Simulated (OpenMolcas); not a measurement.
**One shape, several levels: triplet InSiH4F**

Wanted: a comparison of 4 runs (UHF/def2-SVP, UBLYP/def2-SVP, UM06-2X/def2-SVP, ROCCSD(T)/def2-SVP) of triplet InSiH4F. 

The calculation is run with OpenMolcas 26.06.

## 1. Starting point

The species is InSiH4F (7 atoms), meant as a triplet with charge 0. SMILES of the parent species: `[F][InH][SiH3]`. The coordinates come from a PBE0-D4/def2-TZVP relaxation. That shape belongs to the parent species and isn't relaxed for this state.

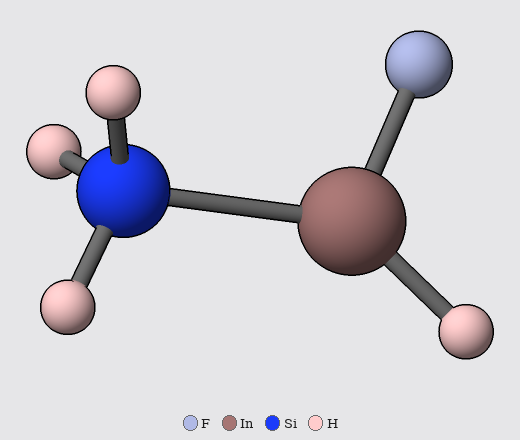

Viewed from a chosen angle; fluorine light blue, indium brown, silicon blue, hydrogen pink.

## 2. The energy at UHF/def2-SVP (core potential) (run 1)

input.xyz reads:

```xyz
7

F     -0.196000    -2.340000     1.298800
In    -0.756000    -1.164900    -0.176800
Si     0.528000     1.043100    -0.028600
H     -1.937800    -1.965900    -1.125300
H      1.986000     0.765900    -0.108800
H      0.226000     1.696000     1.272200
H      0.149800     1.965800    -1.131400
```

calc.input reads:

```
&gateway
  baslib=$CurrDir
  coord=input.xyz
  basis=def2-SVP
  group=NoSym

&seward

&scf
  uhf
  spin=3
  thresholds=1e-10 1e-07 1e-07 1e-05
  prorbitals=1 1
```

The basis set def2-SVP is read from a file made from the Basis Set Exchange's data (not shown).

The run is started by

```console
export MOLCAS_MEM=1860
pymolcas calc.input > calc.log
```

The log of the run:

```text
--- Start Module: gateway ---
[...]
--- Stop Module: gateway /rc=_RC_ALL_IS_WELL_ ---
--- Start Module: seward ---
[...]
      Basis functions           78
--- Stop Module: seward /rc=_RC_ALL_IS_WELL_ ---
[...]
--- Start Module: scf ---
[...]
       Convergence after  28 Iterations
[...]
::    Total SCF energy                               -579.5885931173
[...]
      Total spin, S                                     1.0023524215
[...]
      Total electronic charge=   48.000000
      Total            charge=   -0.000000
[...]
      Dipole Moment (debye):
      Origin of the operator (angstrom)=   -0.4544   -0.8839    0.0148
                   X=  9.0713E-01               Y=  5.0765E+00               Z= -2.2103E+00           Total=  5.6107E+00
      Quadrupole Moment (debye*angstrom):
[...]
--- Stop Module: scf /rc=_RC_ALL_IS_WELL_ ---
[...]
```

Wall time 7.5 s (1 thread of Arm Neoverse V1, shared host); peak memory 0.44 GiB.

## 3. A single-point energy at UBLYP/def2-SVP (core potential) (run 2)

mol.input reads:

```
* FH4InSi Kohn-Sham DFT
>>> EXPORT MOLCAS_PRINT=2
&GATEWAY
BASLIB = $CurrDir
COORD
7
bohr
F     -0.37038632    -4.42195913     2.45437629
In    -1.42863295    -2.20134196    -0.33410358
Si     0.99777539     1.97117332    -0.05404617
H     -3.66191128    -3.71501259    -2.12650881
H      3.75299608     1.44734124    -0.20560220
H      0.42707810     3.20497551     2.40410958
H      0.28308097     3.71482362    -2.13803614
BASIS = def2-SVP
GROUP = NoSym
&SEWARD
GRIDINPUT
Grid=UltraFine
End of Grid
&SCF
UHF
SPIN = 3
KSDFT = BLYP
THRESHOLDS = 1e-10 1e-07 1e-07 1e-05
PRORBITALS = 1 1
```

The basis set def2-SVP is read from a file made from the Basis Set Exchange's data (not shown).

The run is started by

```console
export MOLCAS_MEM=1860
pymolcas mol.input > mol.log
```

The log of the run:

```text
--- Start Module: gateway ---
[...]
--- Stop Module: gateway /rc=_RC_ALL_IS_WELL_ ---
--- Start Module: seward ---
[...]
      Basis functions           78
--- Stop Module: seward /rc=_RC_ALL_IS_WELL_ ---
[...]
--- Start Module: scf ---
[...]
       Convergence after  27 Iterations
[...]
::    Total KS-DFT energy                            -581.4952489375
[...]
      Total spin, S                                     1.0010456836
[...]
      Total electronic charge=   48.000000
      Total            charge=   -0.000000
[...]
      Dipole Moment (debye):
      Origin of the operator (angstrom)=   -0.4544   -0.8839    0.0148
                   X=  2.7154E-01               Y=  2.7546E+00               Z= -1.4764E+00           Total=  3.1371E+00
      Quadrupole Moment (debye*angstrom):
[...]
--- Stop Module: scf /rc=_RC_ALL_IS_WELL_ ---
[...]
```

Run time: 44 s. Hardware: 1 thread of Arm Neoverse V1, shared host; peak memory 0.44 GiB.

Run 3 isn't shown in full; the table further down has it.

## 4. A single-point energy at ROCCSD(T)/def2-SVP (core potential) (run 4)

test.inp reads:

```
&GATEWAY
 BASLIB=$CurrDir
 COORD
 7
 bohr
 F     -0.37038632    -4.42195913     2.45437629
 In    -1.42863295    -2.20134196    -0.33410358
 Si     0.99777539     1.97117332    -0.05404617
 H     -3.66191128    -3.71501259    -2.12650881
 H      3.75299608     1.44734124    -0.20560220
 H      0.42707810     3.20497551     2.40410958
 H      0.28308097     3.71482362    -2.13803614
 BASIS=def2-SVP
 GROUP=NoSym

&SEWARD

&SCF
 UHF
 SPIN=3
 THRESHOLDS=1e-10 1e-07 1e-07 1e-05
 PRORBITALS=1 1

&RASSCF
 FILEORB=$Project.UnaOrb
 SPIN=3
 NACTEL=2 0 0
 INACTIVE=23
 RAS2=2
 OUTORBITALS=Canonical
 ORBLISTING=Nothing

&MOTRA
 JOBIPH
 FROZEN=10

&CCSDT
 CCT
 TRIPLES=3
 ITERATIONS=80
 ACCURACY=1e-08
 EXTRAPOLATION=5 4
```

The basis set def2-SVP is read from a file made from the Basis Set Exchange's data (not shown).

The run is started by

```console
export MOLCAS_MEM=1860
pymolcas test.inp > test.log
```

The log of the run:

```text
--- Start Module: gateway ---
[...]
--- Stop Module: gateway /rc=_RC_ALL_IS_WELL_ ---
[...]
      Basis functions           78
[...]
       Convergence after  28 Iterations
[...]
::    Total SCF energy                               -579.5885931169
[...]
      Total spin, S                                     1.0023524216
[...]
      Number of active orbitals                  2
[...]
      Spin quantum number                      1.0
[...]
      Active orbitals                            2
[...]
      Number of CSFs                             1
[...]
      Number of root(s) required                 1
[...]
      Convergence after  9 iterations
[...]
      printout of CI-coefficients larger than  0.05 for root  1
      energy=    -579.586077
      conf/sym  11     Coeff  Weight
             1  uu   1.00000 1.00000
      Natural orbitals and occupation numbers for root  1
      sym 1:   1.000000   1.000000
      ************************************************************************************************************************
      *                                                    Final results                                                     *
[...]
::    RASSCF root number  1 Total energy:   -579.58607725
[...]
      Total electronic charge=   48.000000
      Total            charge=   -0.000000
[...]
      Dipole Moment (debye):
      Origin of the operator (angstrom)=   -0.4544   -0.8839    0.0148
                   X=  9.0680E-01               Y=  5.0767E+00               Z= -2.2113E+00           Total=  5.6112E+00
      Quadrupole Moment (debye*angstrom):
[...]
--- Start Module: motra ---
[...]
      *** WARNING: Default frozen orbitals is overwritten by user input.
      *** Default values:   3
[...]
--- Stop Module: motra /rc=_RC_ALL_IS_WELL_ ---
--- Start Module: ccsdt ---
[...]
      Convergence after                    29  Iterations
      Total energy (diff) :    -579.99922732       0.00000000
[...]
 METHOD                       : CCSD+T(CCSD)+<T3(1)WT1>+<T3(1)UT2> = CCSD(T)
[...]
       CCSD     =      -579.9992273196183
[...]
--- Stop Module: ccsdt /rc=_RC_ALL_IS_WELL_ ---
[...]
```

It took 66 s on 1 thread of Arm Neoverse V1, shared host; peak memory 0.44 GiB.

## 5. All runs side by side

```
run                                level  integration grid  frozen core orbitals  energy (Eh)  dipole moment (D)  HOMO energy (eV)   ⟨S²⟩  wall time
  1        UHF/def2-SVP (core potential)                 –                     –  -579.588593               5.61             -5.85  2.007      7.5 s
  2      UBLYP/def2-SVP (core potential)         UltraFine                     –  -581.495249               3.14             -2.82  2.003       44 s
  3    UM06-2X/def2-SVP (core potential)         UltraFine                     –  -581.416972               4.65             -4.72  2.006       65 s
  4  ROCCSD(T)/def2-SVP (core potential)                 –                    10  -580.009440                  –                 –      –       66 s
```

## 6. Outcome

```
             quantity          value
  run 4: total energy  -580.00944 Eh
run 4: (T) correction     -10.21 mEh
```

What this shows: Over runs 1, 2, 3 the dipole moment (its size) runs from 3.14 D (UBLYP/def2-SVP) to 5.61 D (UHF/def2-SVP). Totals of different functionals can't be ranked against each other. All runs together took 3 min, the longest 66 s.
